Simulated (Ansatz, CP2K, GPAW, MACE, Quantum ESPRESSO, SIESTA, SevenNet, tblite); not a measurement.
# SIESTA runs on H-capped AlP nanocrystal (rod) (34 atoms), part 2 of 3

Aim: run H-capped AlP nanocrystal (rod) (34 atoms) in SIESTA and see how near its forces come to a plane-wave reference, and at what cost.

Program: SIESTA 5.4.2; the method stands at each step. Banners, paths, timers and routine set-up lines are dropped from the logs unmarked, and long logs keep their key lines alone; longer cuts are marked. The potentials were converted by us to PSML.

So far. Step 3 (PBE, SZ, shift 0.01 Ry, mesh 300 Ry): Against the first run (20 %), the force difference from the reference is 156 %, at 0.61 times the CPU time, with 70 basis functions against 266: the smaller basis costs accuracy. Step 4 (PBE, TZP, shift 0.01 Ry, mesh 300 Ry): Against the first run (20 %), the force difference from the reference is 18 %, at 1.2 times the CPU time, with 336 basis functions against 266.

**5. PBE, DZP, shift 0.005 Ry, mesh 300 Ry**

Method: Kohn-Sham DFT, PBE, PseudoDojo 0.4.1 norm-conserving pseudopotentials (converted to PSML), numerical atomic orbitals (DZP), diagonalisation.

input.fdf

```
SystemLabel cell
NumberOfAtoms 34
NumberOfSpecies 3
%block ChemicalSpeciesLabel
  1 15 P
  2 13 Al
  3 1 H
%endblock ChemicalSpeciesLabel
LatticeConstant 1.0 Ang
%block LatticeVectors
  15.82930 0.00000 0.00000
  0.00000 15.82930 0.00000
  0.00000 0.00000 21.29230
%endblock LatticeVectors
PAO.BasisSize DZP
PAO.EnergyShift 0.005 Ry
XC.Functional GGA
XC.Authors PBE
MeshCutoff 300 Ry
%block kgrid_Monkhorst_Pack
  1 0 0 0.0
  0 1 0 0.0
  0 0 1 0.0
%endblock kgrid_Monkhorst_Pack
SolutionMethod diagon
OccupationFunction FD
ElectronicTemperature 580 K
SCF.Mixer.Method Pulay
SCF.Mixer.Weight 0.05
SCF.Mixer.History 8
SCF.Mix Hamiltonian
MaxSCFIterations 300
SCF.DM.Tolerance 1e-04
SCF.H.Tolerance 1.0e-3 eV
WriteForces T
Write.HirshfeldPop T
Write.VoronoiPop T
Write.DM F
Write.H F
XML.Write F
AtomicCoordinatesFormat Fractional
%block AtomicCoordinatesAndAtomicSpecies
[... 34 atom lines left out: the same atoms as in the first run ...]
%endblock AtomicCoordinatesAndAtomicSpecies
```

The run is started by

```console
OMP_NUM_THREADS=1 siesta < input.fdf > output.txt
```

What it wrote:

```text
Version         : 5.4.2
reinit: System Name:
reinit: System Label: cell
initatom: Reading input for the pseudopotentials and atomic orbitals ----------
Species number:   1 Atomic number:   15 Label: P
Species number:   2 Atomic number:   13 Label: Al
Species number:   3 Atomic number:    1 Label: H
Ground state valence configuration (from tables):   3s02  3p03  3d00  4f00
Ground state valence configuration (from tables):   3s02  3p01  3d00  4f00
Ground state valence configuration (from tables):   1s01  2p00  3d00  4f00
---- Processing specs for species: P
GGA--PBE XC_GGA_X_PBE--XC_GGA_C_PBE pb
---- Processing specs for species: Al
GGA--PBE XC_GGA_X_PBE--XC_GGA_C_PBE pb
---- Processing specs for species: H
GGA--PBE XC_GGA_X_PBE--XC_GGA_C_PBE pb
[... lines left out ...]
stepf: Fermi-Dirac step function
        iscf     Eharris(eV)        E_KS(eV)     FreeEng(eV)     dDmax    Ef(eV) dHmax(eV)
[... lines left out ...]
SCF Convergence by DM+H criterion
[... lines left out ...]
SCF cycle converged after 12 iterations
[... lines left out ...]
   Max    3.441085
[... lines left out ...]
   Max    3.441085    constrained
Stress tensor Voigt[x,y,z,yz,xz,xy] (kbar):       -3.31       -3.48       -3.26       -1.32        0.65        0.12
[... lines left out ...]
siesta: FreeEng =     -1853.321182
[... lines left out ...]
siesta:       Hartree =    3923.683866
siesta:         Exch. =    -643.902478
siesta:         Corr. =     -69.648975
siesta:   Exch.-corr. =    -713.551453
siesta:  Ion-electron =   -8623.800778
siesta:       Ion-ion =    2697.194544
siesta:         Total =   -1853.321182
siesta:         Fermi =      -4.269066
siesta: Stress tensor (static) (eV/Ang**3):
siesta:    -0.002068    0.000072    0.000408
siesta:     0.000072   -0.002171   -0.000823
siesta:     0.000408   -0.000823   -0.002034
siesta: Cell volume =       5335.142166 Ang**3
siesta: Pressure (static):
siesta:                Solid            Molecule  Units
siesta:           0.00002277         -0.00000006  Ry/Bohr**3
siesta:           0.00209096         -0.00000580  eV/Ang**3
siesta:           3.35008998         -0.00929103  kBar
    Orbital volume contribution        =          20.745863 eV
    (Free)E + p_basis*V_orbitals       =       -1832.575319 eV
    (Free)Eharris+ p_basis*V_orbitals  =       -1832.575320 eV
siesta: Electric dipole (a.u.)  =   -1.855667   -2.261891   -2.485598
siesta: Electric dipole (Debye) =   -4.716635   -5.749154   -6.317760
Hirshfeld Atomic Populations:
Atom #   charge [q] valence [e]  Species
     1     0.105602    4.894398  P
     2     0.090281    4.909719  P
     3     0.094400    4.905600  P
[...]
6     0.181475    2.818525  Al
     7     0.201337    2.798663  Al
     8     0.187219    2.812781  Al
[...]
13     0.049554    0.950446  H
    14     0.026825    0.973175  H
    15     0.010720    0.989280  H
[...]
--------------------
 Total    -0.000002
Voronoi Atomic Populations:
Atom #   charge [q] valence [e]  Species
[...]
5     0.032876    4.967124  P
[...]
9    -0.089518    5.089518  P
[...]
11     0.261487    2.738513  Al
    12     0.246719    2.753281  Al
[...]
33    -0.219428    1.219428  H
    34    -0.182624    1.182624  H
--------------------
 Total    -0.000002
```

Elapsed: 87 s, on 1 thread of Arm Neoverse V2, shared host; peak memory 1.3 GiB.

Numbers from this run, and their distance from the reference:

```
r.m.s. force component                           : 0.9528 eV/Å
r.m.s. difference of force components            : 193.2 meV/Å
longest difference of force vectors              : 677.5 meV/Å
force difference over r.m.s. force               : 22.63 %
slope of forces against the reference's          : 1.097
correlation of force components                  : 0.9831
gap (highest filled to lowest empty level) : 3.157 eV
gap difference                                   : 0.0787 eV
```

Against the first run (20 %), the force difference from the reference is 23 %, at 1.2 times the CPU time.

**6. PBE, DZP, shift 0.01 Ry, mesh 150 Ry**

Method: Kohn-Sham DFT, PBE, PseudoDojo 0.4.1 norm-conserving pseudopotentials (converted to PSML), numerical atomic orbitals (DZP), diagonalisation.

Edit input.fdf of step 5 so:

```diff
@@ -15,6 +15,6 @@
 PAO.BasisSize DZP
-PAO.EnergyShift 0.005 Ry
+PAO.EnergyShift 0.01 Ry
 XC.Functional GGA
 XC.Authors PBE
-MeshCutoff 300 Ry
+MeshCutoff 150 Ry
 %block kgrid_Monkhorst_Pack
```

What it wrote:

```text
Version         : 5.4.2
reinit: System Name:
reinit: System Label: cell
initatom: Reading input for the pseudopotentials and atomic orbitals ----------
Species number:   1 Atomic number:   15 Label: P
Species number:   2 Atomic number:   13 Label: Al
Species number:   3 Atomic number:    1 Label: H
Ground state valence configuration (from tables):   3s02  3p03  3d00  4f00
Ground state valence configuration (from tables):   3s02  3p01  3d00  4f00
Ground state valence configuration (from tables):   1s01  2p00  3d00  4f00
---- Processing specs for species: P
[... lines left out ...]
        iscf     Eharris(eV)        E_KS(eV)     FreeEng(eV)     dDmax    Ef(eV) dHmax(eV)
[... lines left out ...]
SCF Convergence by DM+H criterion
[... lines left out ...]
SCF cycle converged after 12 iterations
[... lines left out ...]
   Max    3.436919
[... lines left out ...]
   Max    3.436919    constrained
Stress tensor Voigt[x,y,z,yz,xz,xy] (kbar):       -2.83       -2.98       -2.72       -1.28        0.67        0.13
[... lines left out ...]
siesta: FreeEng =     -1852.911036
[... lines left out ...]
siesta:         Fermi =      -4.194822
[... lines left out ...]
siesta:                Solid            Molecule  Units
siesta:           0.00001932          0.00000006  Ry/Bohr**3
siesta:           0.00177368          0.00000529  eV/Ang**3
siesta:           2.84175457          0.00848322  kBar
    Orbital volume contribution        =          15.950769 eV
    (Free)E + p_basis*V_orbitals       =       -1836.960266 eV
    (Free)Eharris+ p_basis*V_orbitals  =       -1836.960267 eV
siesta: Electric dipole (a.u.)  =   -1.883487   -2.273852   -2.495231
siesta: Electric dipole (Debye) =   -4.787346   -5.779555   -6.342243
Hirshfeld Atomic Populations:
Atom #   charge [q] valence [e]  Species
     1     0.126380    4.873620  P
     2     0.109950    4.890050  P
     3     0.114250    4.885750  P
[...]
6     0.165981    2.834019  Al
     7     0.185596    2.814404  Al
     8     0.169552    2.830448  Al
[...]
13     0.046869    0.953131  H
    14     0.023359    0.976641  H
    15     0.007186    0.992814  H
[...]
--------------------
 Total    -0.000009
Voronoi Atomic Populations:
Atom #   charge [q] valence [e]  Species
[...]
5     0.067035    4.932965  P
[...]
9    -0.043820    5.043820  P
[...]
11     0.267402    2.732598  Al
    12     0.253873    2.746127  Al
[...]
33    -0.227166    1.227166  H
    34    -0.195400    1.195400  H
--------------------
 Total    -0.000005
```

The job ended after 22 s (1 thread; peak memory 0.48 GiB).

Compared with the plane-wave run:

| Quantity | Value |
| --- | --- |
| r.m.s. force component | 0.9409 eV/Å |
| r.m.s. difference of force components | 167 meV/Å |
| longest difference of force vectors | 611.8 meV/Å |
| force difference over r.m.s. force | 19.56 % |
| slope of forces against the reference's | 1.088 |
| correlation of force components | 0.9874 |
| gap (highest filled to lowest empty level) | 3.185 eV |
| gap difference | 0.1065 eV |
| energy less the same-level run's | 0.0449 meV/atom |
| r.m.s. force difference from the same-level run | 3.31 meV/Å |

This is a coarse setting, run to see what it loses.

Against the first run (20 %), the force difference from the reference is 20 %, at 0.32 times the CPU time: the change moves forces by 3.3 meV/Å r.m.s., so most of the difference comes from elsewhere.

**7. Relaxation (PBE, SZP, shift 0.02 Ry, mesh 250 Ry)**

Method: Kohn-Sham DFT, PBE, PseudoDojo 0.4.1 norm-conserving pseudopotentials (converted to PSML), numerical atomic orbitals (SZP), diagonalisation.

Edit input.fdf of step 6 so:

```diff
@@ -14,7 +14,7 @@
 %endblock LatticeVectors
-PAO.BasisSize DZP
-PAO.EnergyShift 0.01 Ry
+PAO.BasisSize SZP
+PAO.EnergyShift 0.02 Ry
 XC.Functional GGA
 XC.Authors PBE
-MeshCutoff 150 Ry
+MeshCutoff 250 Ry
 %block kgrid_Monkhorst_Pack
@@ -31,8 +31,11 @@
 SCF.Mix Hamiltonian
-MaxSCFIterations 300
+MaxSCFIterations 200
 SCF.DM.Tolerance 1e-04
 SCF.H.Tolerance 1.0e-3 eV
+MD.TypeOfRun CG
+MD.Steps 42
+MD.MaxForceTol 0.05 eV/Ang
+WriteCoorStep T
+WriteMDHistory T
 WriteForces T
-Write.HirshfeldPop T
-Write.VoronoiPop T
 Write.DM F
```

The run is started by

```console
OMP_NUM_THREADS=1 mpirun -np 4 siesta < input.fdf > output.txt
```

What it wrote:

```text
Version         : 5.4.2
reinit: System Name:
reinit: System Label: cell
initatom: Reading input for the pseudopotentials and atomic orbitals ----------
Species number:   1 Atomic number:   15 Label: P
Species number:   2 Atomic number:   13 Label: Al
Species number:   3 Atomic number:    1 Label: H
Ground state valence configuration (from tables):   3s02  3p03  3d00  4f00
Ground state valence configuration (from tables):   3s02  3p01  3d00  4f00
Ground state valence configuration (from tables):   1s01  2p00  3d00  4f00
---- Processing specs for species: P
GGA--PBE XC_GGA_X_PBE--XC_GGA_C_PBE pb
---- Processing specs for species: Al
GGA--PBE XC_GGA_X_PBE--XC_GGA_C_PBE pb
---- Processing specs for species: H
GGA--PBE XC_GGA_X_PBE--XC_GGA_C_PBE pb
P pseudopotential only contains V_ls up to l=2 -- lmxkb reset.
Al pseudopotential only contains V_ls up to l=2 -- lmxkb reset.
H pseudopotential only contains V_ls up to l=1 -- lmxkb reset.
Using PAO.SplitTailNorm
%block ChemicalSpeciesLabel
    1   15 P                       # Species index, atomic number, species label
[... lines left out ...]
   Max    0.283903    constrained
Stress tensor Voigt[x,y,z,yz,xz,xy] (kbar):        0.10        0.12        0.45        0.14        0.04       -0.02
[... lines left out ...]
        iscf     Eharris(eV)        E_KS(eV)     FreeEng(eV)     dDmax    Ef(eV) dHmax(eV)
[... lines left out ...]
SCF Convergence by DM+H criterion
[... lines left out ...]
SCF cycle converged after 5 iterations
[... lines left out ...]
   Max    0.136572
[... lines left out ...]
   Max    0.136572    constrained
Stress tensor Voigt[x,y,z,yz,xz,xy] (kbar):        0.10        0.12        0.42        0.08        0.02        0.00
[... lines left out ...]
cgvc: Finished line minimization   16.  Mean atomic displacement =    0.0303
outcoor: Final (unrelaxed) atomic coordinates (fractional):
    0.37586299    0.54224997    0.40361052   1       1  P
    0.37929677    0.54127453    0.65843000   1       2  P
    0.54119202    0.37609143    0.40353154   1       3  P
    0.54162556    0.37815675    0.65773807   1       4  P
    0.53875348    0.53944781    0.28232117   1       5  P
    0.45021015    0.64578262    0.33596310   2       6  Al
    0.64447372    0.45062920    0.33582503   2       7  Al
    0.44532202    0.44595610    0.47834939   2       8  Al
    0.53746629    0.53672728    0.53689974   1       9  P
    0.45299847    0.64532746    0.59064265   2      10  Al
    0.64574956    0.45247623    0.59081611   2      11  Al
    0.44979149    0.44861153    0.73560226   2      12  Al
    0.31238739    0.58995302    0.44220696   3      13  H
    0.31262428    0.49222972    0.36647984   3      14  H
    0.31658869    0.49227729    0.62027615   3      15  H
[...]
0.38381456    0.38275884    0.76857451   3      33  H
    0.51446683    0.51211122    0.77273134   3      34  H
siesta: Program's energy decomposition (eV):
siesta: Ebs     =      -691.899611
siesta: Eions   =      3716.728297
siesta: Ena     =      1521.729050
siesta: Ekin    =       798.509620
siesta: Enl     =       188.596191
siesta: DEna    =        48.449594
siesta: DUscf   =         6.790741
siesta: Ex      =      -622.349265
siesta: Ec      =       -69.184587
siesta: Exc     =      -691.533852
siesta: Eharris =     -1844.186953
siesta: Etot    =     -1844.186952
siesta: FreeEng =     -1844.186952
siesta: Final energy (eV):
siesta:  Band Struct. =    -691.899611
siesta:       Kinetic =     798.509620
siesta:       Hartree =    3771.296140
siesta:         Exch. =    -622.349265
siesta:         Corr. =     -69.184587
siesta:   Exch.-corr. =    -691.533852
siesta:  Ion-electron =   -8261.825944
siesta:       Ion-ion =    2539.367084
siesta:         Total =   -1844.186952
siesta:         Fermi =      -3.798242
siesta: Stress tensor (static) (eV/Ang**3):
siesta:     0.000060    0.000002    0.000014
siesta:     0.000002    0.000077    0.000053
siesta:     0.000014    0.000053    0.000262
siesta: Cell volume =       5335.142166 Ang**3
siesta: Pressure (static):
siesta:                Solid            Molecule  Units
siesta:          -0.00000145         -0.00000002  Ry/Bohr**3
siesta:          -0.00013291         -0.00000207  eV/Ang**3
siesta:          -0.21293922         -0.00331684  kBar
    Orbital volume contribution        =           9.680426 eV
    (Free)E + p_basis*V_orbitals       =       -1834.506526 eV
    (Free)Eharris+ p_basis*V_orbitals  =       -1834.506527 eV
siesta: Electric dipole (a.u.)  =   -1.150832   -1.139303   -2.003584
siesta: Electric dipole (Debye) =   -2.925124   -2.895818   -5.092602
```

Run time: 4.2 min. Hardware: 4 MPI ranks; peak memory 1.4 GiB.

This basis is small, so path and final geometry are those of the cheap level.

The walk was cut short by its limit; what follows describes the steps that were made.

Step by step (22 of 43):

| step | energy less that of the first step (eV) | largest force (eV/Å) |
| --- | --- | --- |
| 0 | 0.0000 | 5.9937 |
| 2 | -1.8025 | 1.7072 |
| 4 | -1.8189 | 1.8849 |
| 6 | -2.5271 | 2.6320 |
| 8 | -3.4908 | 1.1616 |
| 10 | -3.4972 | 1.2371 |
| 12 | -3.6100 | 0.8189 |
| 14 | -3.5249 | 1.3884 |
| 16 | -3.6991 | 0.9871 |
| 18 | -3.7463 | 0.3808 |
| 20 | -3.7634 | 0.1929 |
| 22 | -3.7640 | 0.2587 |
| 24 | -3.7775 | 0.2264 |
| 26 | -3.7725 | 0.9131 |
| 28 | -3.8065 | 0.1790 |
| 30 | -3.8084 | 0.2614 |
| 32 | -3.8171 | 0.1477 |
| 34 | -3.8229 | 0.1918 |
| 36 | -3.8279 | 0.3729 |
| 38 | -3.8424 | 0.1575 |
| 40 | -3.8456 | 0.2309 |
| 42 | -3.8537 | 0.1533 |

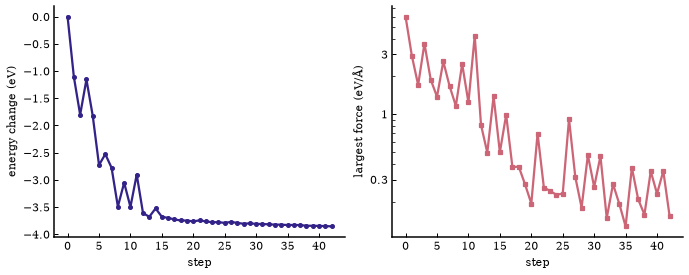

Energy and largest force along the relaxation.

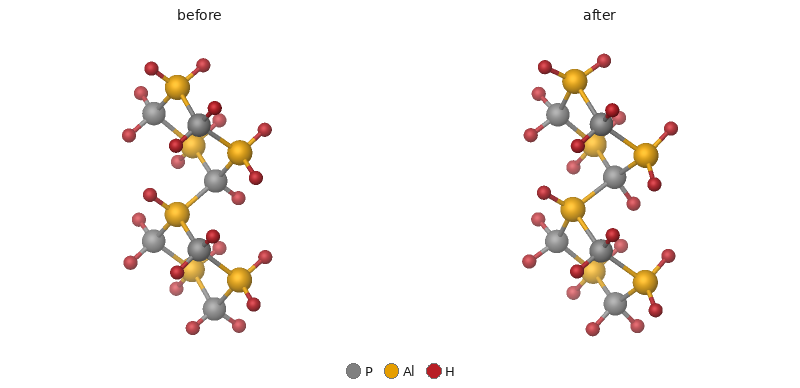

Before and after, at one scale.

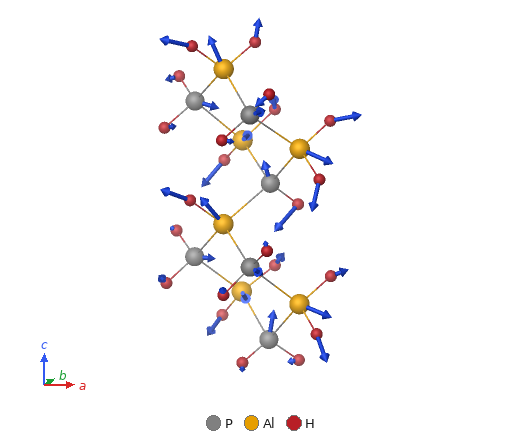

Displacements in the relaxation, exaggerated; the longest in the cell stands for 0.36 Å.

The atoms that moved most (Å):

| atom | dx | dy | dz | length |
| --- | --- | --- | --- | --- |
| H28 | -0.146 | -0.255 | -0.213 | 0.363 |
| Al6 | -0.044 | 0.329 | -0.113 | 0.351 |
| Al10 | -0.038 | 0.348 | 0.005 | 0.350 |
| H33 | -0.228 | -0.232 | 0.083 | 0.336 |
| H27 | -0.203 | -0.235 | 0.116 | 0.331 |
| Al8 | -0.144 | -0.168 | 0.230 | 0.320 |
| H26 | 0.135 | -0.179 | -0.219 | 0.313 |
| H30 | -0.195 | -0.021 | -0.236 | 0.307 |

The relaxed structure:

```xyz
34
Lattice="15.8293 0.0000 0.0000 0.0000 15.8293 0.0000 0.0000 0.0000 21.2923" Properties=species:S:1:pos:R:3
P     5.9496    8.5834    8.5938
P     6.0041    8.5679   14.0195
P     8.5667    5.9532    8.5921
P     8.5736    5.9860   14.0048
P     8.5280    8.5391    6.0112
Al    7.1265   10.2222    7.1534
Al   10.2015    7.1332    7.1506
Al    7.0491    7.0592   10.1852
P     8.5078    8.4961   11.4318
Al    7.1707   10.2151   12.5761
Al   10.2218    7.1624   12.5799
Al    7.1199    7.1012   15.6626
H     4.9449    9.3385    9.4157
H     4.9486    7.7917    7.8032
H     5.0114    7.7924   13.2072
H     4.9668    9.3353   14.7892
H     7.7695    4.9500    7.8107
H     9.3314    4.9541    9.4129
H     9.3189    4.9272   14.7605
H     7.7880    5.0079   13.1752
H     7.7401    7.7513    4.9962
H     9.2962    9.3106    4.9879
H     8.1568   10.9727    8.1803
H     6.0800   10.9282    6.1126
H    10.9455    8.1749    8.1816
H    10.9203    6.0995    6.1085
H     6.0400    6.0424   10.9926
H     9.1750    9.1381   10.2410
H     8.0351   11.1093   13.6411
H     6.1030   10.8363   11.4959
H    10.8614    6.1103   11.4919
H    11.0952    8.0435   13.6522
H     6.0754    6.0588   16.3646
H     8.1437    8.1063   16.4532
```

[end of part 2 of 3]

[Also dropped from logs without a mark: logging warnings of Python, and SIESTA's first energy breakdown and zero terms.]

[Logs are printed without paths, hosts, clocks, repeated set-up lines and the standing remarks that a program may print on its own settings, such as how far it seeks lower states.]

[Hosts, paths, dates, database ids (printed as entryN), source tags and the programs' standing remarks are cut or masked in the printed files.]
